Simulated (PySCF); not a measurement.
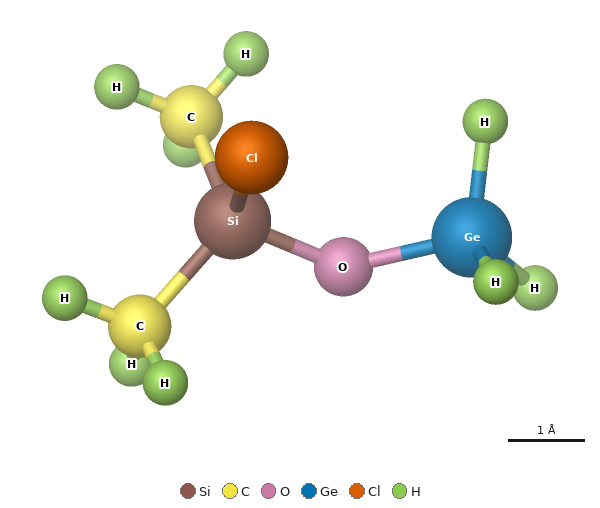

*The structure as given in the input (ball-and-stick view, seen at a tilt). Sticks mark near contacts.*

**C₂H₉ClGeOSi: excited-state calculation**

C₂H₉ClGeOSi, computed with TDDFT CAM-B3LYP/def2-SVPD, vertical, gas phase, core orbitals frozen in the response (PySCF 2.14.0).

The geometry comes from this level: PBE0-D3(BJ)/def2-SVP.

**The input**
```
{"job": {"kind": "uv", "xc": "CAM-B3LYP", "basis": "def2-SVPD", "nstates": 6, "ntriplets": 2, "ip": true}, "charge": 0, "multiplicity": 1}
Si    -0.454544    -0.081713     0.292951
C     -0.494021     1.658371     0.952659
C     -2.089023    -0.660463    -0.373406
O      0.697622    -0.244564    -0.876555
Ge     2.423797    -0.698131    -0.867425
Cl     0.090571    -1.332422     1.884625
H      0.474150     1.925661     1.402334
H     -1.272163     1.772224     1.722714
H     -0.704241     2.368520     0.137279
H     -2.372619    -0.057657    -1.250542
H     -2.025850    -1.713511    -0.685089
H     -2.881688    -0.568172     0.384279
H      3.127107     0.039364     0.285978
H      2.528741    -2.221930    -0.703445
H      2.961259    -0.239960    -2.230643
```

The first line tells a small driver script what to run in PySCF; the rest is the geometry in Å.

Hardware: 1 CPU thread, shared host.

Launched with:
```bash
OMP_NUM_THREADS=1 python <driver script> task.json out
```

**Log**
```
coarse grid: 57936 points
cycle   1  E = -2983.0132487035  dE = -2.496e-01  |g| = 8.919e-01  |ddm| = 5.243e+00
cycle   2  E = -2982.8861000911  dE =  1.271e-01  |g| = 1.239e+00  |ddm| = 3.109e+00
cycle   3  E = -2983.1551577052  dE = -2.691e-01  |g| = 1.473e-01  |ddm| = 1.827e+00
cycle   4  E = -2983.1595010750  dE = -4.343e-03  |g| = 3.487e-02  |ddm| = 2.860e-01
cycle   5  E = -2983.1597030878  dE = -2.020e-04  |g| = 7.123e-03  |ddm| = 6.380e-02
cycle   6  E = -2983.1597122129  dE = -9.125e-06  |g| = 1.582e-03  |ddm| = 1.368e-02
final grid: 118688 points
cycle   7  E = -2983.1596770943  dE = -3.068e-07  |g| = 1.470e-03  |ddm| = 6.105e-03
cycle   8  E = -2983.1596771111  dE = -1.682e-08  |g| = 1.489e-03  |ddm| = 3.550e-03
cycle   9  E = -2983.1596773841  dE = -2.730e-07  |g| = 1.478e-04  |ddm| = 1.579e-03
cycle  10  E = -2983.1596773883  dE = -4.285e-09  |g| = 2.917e-05  |ddm| = 2.569e-04
cycle  11  E = -2983.1596773886  dE = -2.574e-10  |g| = 1.299e-05  |ddm| = 6.691e-05
```

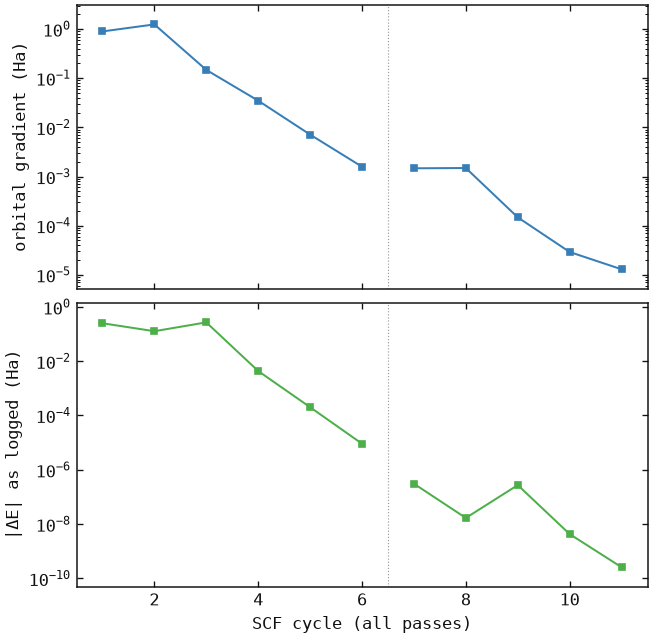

*Convergence of the self-consistent field: orbital gradient and size of the energy change against the SCF cycle. The dotted line marks the change from a coarse to the final integration grid.*

The first 6 cycles use a coarse grid, the final grid takes over at cycle 7, and the field converges after 11 cycles in all.

```
converged SCF energy = -2983.1596773886

Static polarisability (au): isotropic 94.875, principal 90.608 93.576 100.441

Singlet excitations
state   eV       nm        f      main configurations
  1   7.2385    171.3   0.01928   H->L 0.67, H-2->L 0.11
  2   7.6953    161.1   0.01559   H-1->L 0.47, H-3->L 0.26
  3   7.8223    158.5   0.00244   H->L+1 0.64, H->L 0.09
  4   8.1776    151.6   0.10922   H-2->L 0.25, H->L+2 0.17, H-1->L+1 0.12
  5   8.2788    149.8   0.02617   H-1->L+1 0.37, H->L+3 0.13, H-2->L 0.11
  6   8.3381    148.7   0.05326   H->L+3 0.23, H-2->L+1 0.23

Triplet excitations (Tamm-Dancoff, eV): 6.8771 7.2941
Vertical ionisation energy (delta-SCF) = 10.2390 eV
```

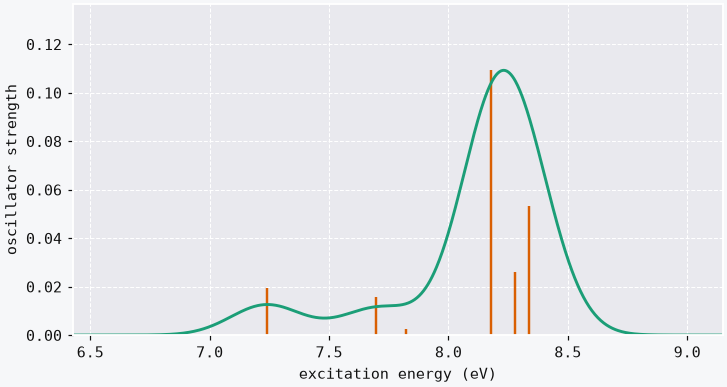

*Computed excitations as sticks (degenerate states added up, dark ones marked on the axis), with a Gaussian envelope of 0.35 eV full width at half maximum, scaled to the tallest.*

Of the 6 states the lowest lies at 7.24 eV (f = 0.019); the strongest line is at 8.18 eV, or 152 nm (f = 0.109).

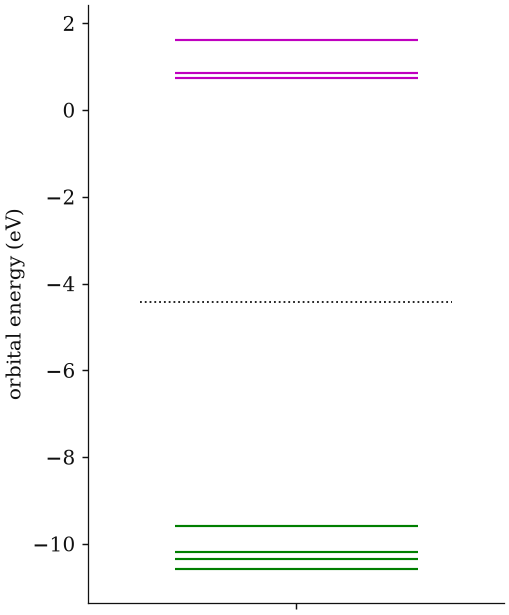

*Orbital energies near the frontier; the dotted line parts filled from empty levels, and levels within 0.02 eV of each other stand side by side.*

Highest filled −9.58 eV, lowest empty 0.73 eV, 10.31 eV apart.

**Summary**

| quantity | value |
| --- | --- |
| outcome | converged |
| total energy | −2983.159677 hartree |
| HOMO | −9.58 eV |
| LUMO | 0.73 eV |
| dipole moment | 1.46 D |
| mean polarisability | 94.87 a.u. |
| vertical ionisation energy | 10.24 eV |
| lowest singlet excitation | 7.24 eV |
| wall time | 5.7 min |
| peak memory | 1.2 GiB |

**Remarks**

Spin–orbit coupling is left out, which matters for the heavy atoms.
